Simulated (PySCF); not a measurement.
## Electronic structure of CH10F2Si4 in real space

```xyz
17

F    -1.3150    1.3437   -0.3158
C    -2.1929    0.4222    0.2416
Si   -1.9124   -1.2889   -0.5905
Si    0.3906   -1.5911   -0.6341
Si    1.5769   -0.2713    0.8770
F     0.5864   -0.2360    2.1793
Si    2.1473    1.9220    0.4057
H    -3.1958    0.8261    0.0947
H    -1.9782    0.4132    1.3122
H    -2.7158   -2.2169    0.2176
H    -2.5771   -1.2083   -1.8987
H     0.9087   -1.3160   -1.9870
H     0.6687   -3.0291   -0.4531
H     2.6913   -1.0247    1.4743
H     1.0252    2.8507    0.5010
H     2.6866    1.9857   -0.9573
H     3.1987    2.4307    1.2964
```

Geometry: GFN2-xTB.

Computed with PBE0/pcSseg-1, SCF density, gas phase, non-relativistic (PySCF).

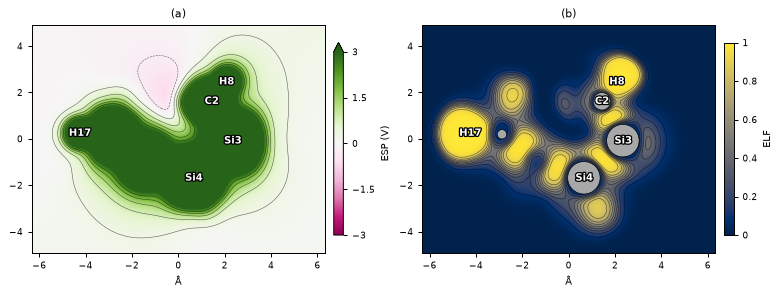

Figure 1. (a) molecular electrostatic potential; (b) electron localisation function on the plane of atoms C2, Si3 and Si4. Grey discs cover the atomic cores in the ELF map.

Read the bonding off the picture.

Answer. Atoms in the plane: C, Si and H. C–Si (1.92 Å): the ELF peaks at about 1 between the atoms: localised, covalent bonding. Si–Si (2.32 Å): the ELF peaks at about 1 between the atoms, as expected for a covalent bond. C–H (1.09 Å): the ELF climbs to about 1 towards the hydrogen, as it does in any bond to H: a covalent bond by its length. Outside the dense part of the molecule the potential is most negative (−0.7 V) near F1, which lies off the plane.

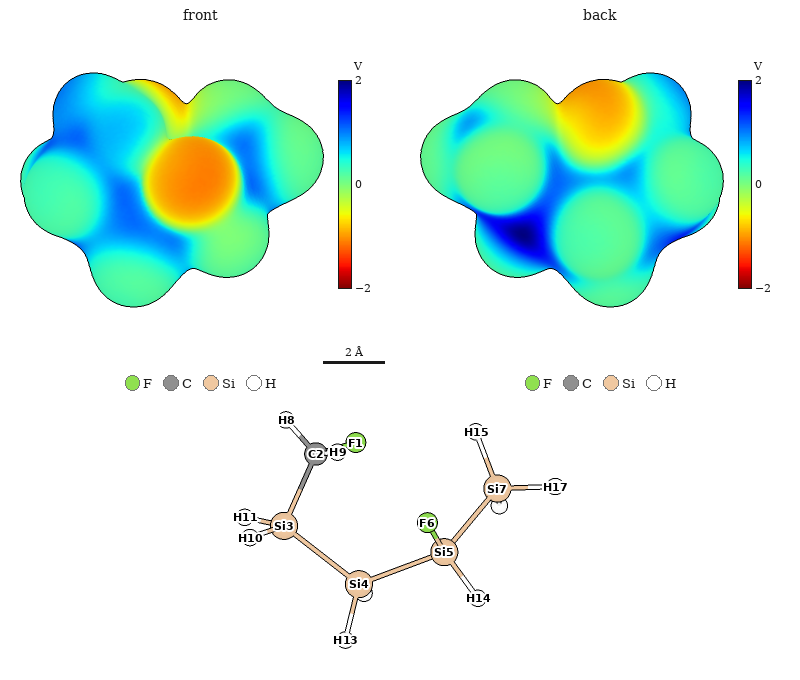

Figure 2. The electrostatic potential painted on the density surface at 0.002 e/bohr³, seen from the front and from behind; the colour scale runs from red (negative) to blue (positive). The bare structure is drawn below in the same view.

Describe the electrostatic potential map.

Answer. The most negative region (about −1.1 V, or −25 kcal/mol for a unit charge) lies over F6, the most positive (about +1.8 V, or +42 kcal/mol for a unit charge) over Si5.
